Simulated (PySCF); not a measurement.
C₆H₇B, SMILES `B1C=CC=CC=C1`.

Level of theory: def2-SVP basis (PySCF), at a geometry from GFN2-xTB. No frequency check shows the geometry to be a minimum.

Input

```python
import numpy as np
from pyscf import gto, scf, dft, mcscf, mrpt
from pyscf.mcscf import avas

def solve(mol, dm0=None, hcore=None):
    mf = scf.ROHF(mol) if mol.spin else scf.RHF(mol)
    mf = mf.density_fit(auxbasis='def2-universal-jkfit')
    mf.conv_tol, mf.max_cycle = 1e-8, 80
    if hcore is not None:
        mf.get_hcore = lambda *args: hcore
    mf.kernel(dm0)
    if not mf.converged:
        mf = mf.newton().run(mf.mo_coeff, mf.mo_occ, max_cycle=30)
    assert mf.converged, 'SCF not converged'
    return mf

mol = gto.M(atom='''
B      0.00047    -1.73203     0.00000
C     -1.34203    -1.00822     0.00000
C     -1.59901     0.33040     0.00000
C     -0.68312     1.40654     0.00000
C      0.68246     1.40685     0.00000
C      1.59884     0.33111     0.00000
C      1.34245    -1.00762     0.00000
H      0.00081    -2.90858     0.00000
H     -2.23511    -1.62792     0.00000
H     -2.63954     0.64627     0.00000
H     -1.14698     2.38753     0.00000
H      1.14589     2.38805     0.00000
H      2.63923     0.64745     0.00000
H      2.23581    -1.62693     0.00000
''', basis='def2-svp', charge=0, spin=0, verbose=4)
mf = solve(mol)
ncas, nel, orbs = avas.avas(mf, ['B 2pz', 'C 2pz'], threshold=0.5, openshell_option=3)
print('active space', nel, ncas)
assert 2 <= ncas <= 10, 'active space too large or empty'
mc = mcscf.CASSCF(mf, ncas, nel)
mc.natorb, mc.max_cycle_macro = True, 60
mc.fix_spin_(ss=mol.spin / 2 * (mol.spin / 2 + 1))
mc.kernel(orbs)
occ = mc.mo_occ[mc.ncore:mc.ncore + ncas]
print('natural occupations', occ.round(4))
e2 = mrpt.NEVPT(mc).kernel()
out = dict(c=mc.mo_coeff[:, mc.ncore:mc.ncore + ncas], occ=occ, e=mc.e_tot, e2=e2, ehf=mf.e_tot, ok=mc.converged, nel=nel, w0=abs(mc.ci).max() ** 2, dm=mc.make_rdm1())
# the other spin state at the same geometry
other = mol.copy().set(spin=2).build()
mo = scf.ROHF(other).density_fit(auxbasis='def2-universal-jkfit').run()
na = (nel + other.spin) // 2
m2 = mcscf.CASSCF(mo, ncas, (na, nel - na))
m2.natorb = True
m2.fix_spin_(ss=other.spin / 2 * (other.spin / 2 + 1))
m2.kernel(mc.mo_coeff)
e2o = mrpt.NEVPT(m2).kernel()
print('other state above this one / eV: CASSCF', (m2.e_tot - mc.e_tot) * 27.211386, 'NEVPT2', (m2.e_tot + e2o - mc.e_tot - e2) * 27.211386)
np.savez('result.npz', eo=m2.e_tot, e2o=e2o, oko=m2.converged, occo=m2.mo_occ[mc.ncore:mc.ncore + ncas], co=m2.mo_coeff[:, mc.ncore:mc.ncore + ncas], **out)
```

Run with:

```sh
OMP_NUM_THREADS=1 python input.py
```

The run took 110 s on 1 thread of Arm Neoverse V1, with other jobs on the host, peak memory 0.45 GiB.

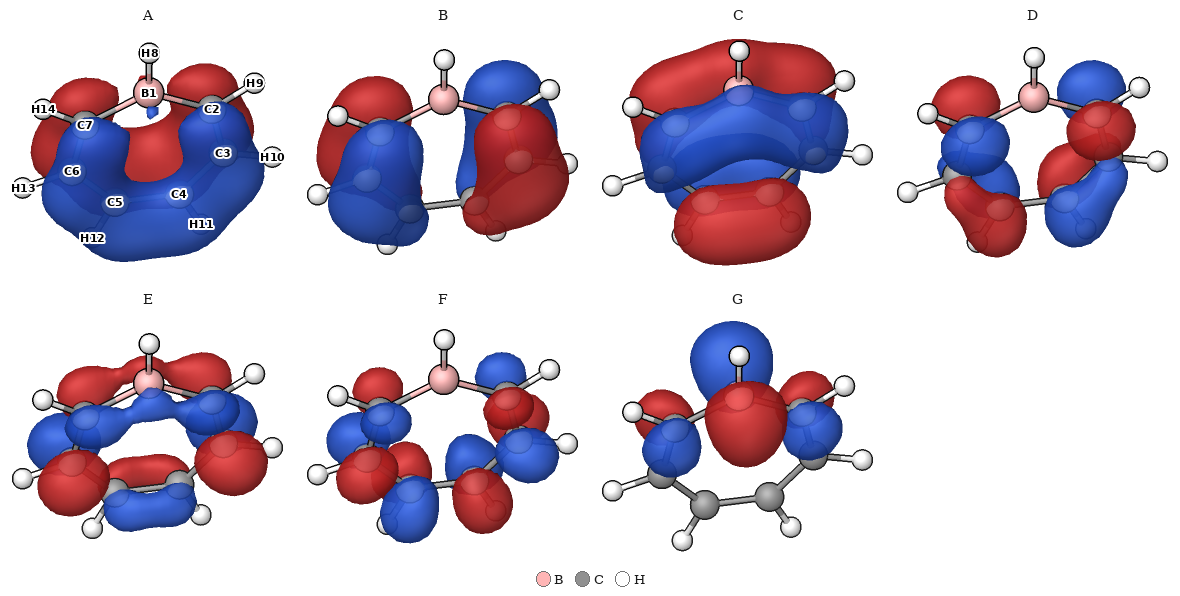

Natural orbitals of the π active space, CASSCF(6,7), singlet state, in order of falling occupation.

What are the natural occupation numbers?

A 1.95, B 1.91, C 1.87, D 0.14, E 0.08, F 0.04, G 0.01.

How multiconfigurational is the state?

The leading determinant weighs 0.87; the effective number of unpaired electrons, Σ n²(2−n)², is 0.19; the most occupied of the weakly occupied orbitals holds 0.14 e, as in an ordinary closed-shell π system. The active space lowers the energy by 2.21 eV against Hartree–Fock.

Where does the lowest triplet lie relative to the singlet, at this geometry and within this active space?

3.09 eV above it by strongly contracted NEVPT2 (+2.77 eV by CASSCF); a small basis tends to put such gaps a few tenths of an eV too high. This is a vertical energy for π states alone; a state that uses lone pairs or σ orbitals may lie lower.
